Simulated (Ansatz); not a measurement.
The parent structure is CsSnI₃ in the cubic perovskite structure (space group Pm-3m, No. 221; a = 6.031 Å).

The change: an isotropic linear strain of +1.80 %, atoms relaxed at fixed cell.

All numbers come from Kohn–Sham DFT with the LDA functional, run in Ansatz (a program for electronic structure) with PAW and 420 eV plane waves, no spin-orbit coupling.

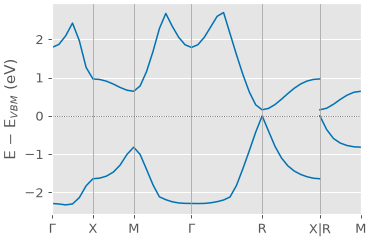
Highest valence and lowest conduction band along the path of the changed cell's own zone

Q: Read the changed gap and its character from the plot.

A: About 0.2 eV, direct at R.

Spin-orbit coupling, missing from the scalar runs, can matter with I. Stability against distortions was not tested. All final runs are without spin polarisation. Many cubic perovskites are stable only at high temperature; tilts and polar distortions were not tested.
